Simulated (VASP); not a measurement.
Band structure of RuAs (relaxed from the wurtzite structure, space group P6_3mc). All values below come from r2SCAN meta-GGA, VASP's PBE PAW potentials (set 64) (plane waves; VASP 6.6.1).

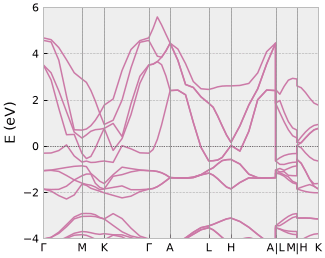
Figure. Bands along high-symmetry lines, zero at the valence-band maximum or, without a gap, the Fermi level

Problem. Read the plot: is there a gap, and where are the band edges?

Solution. It has no gap at this level: it comes out as a metal or semimetal.

The structure was generated: RuAs was put into the wurtzite type (P6_3mc), which need not be its known phase. It was relaxed first, which changed the volume by -30 %.
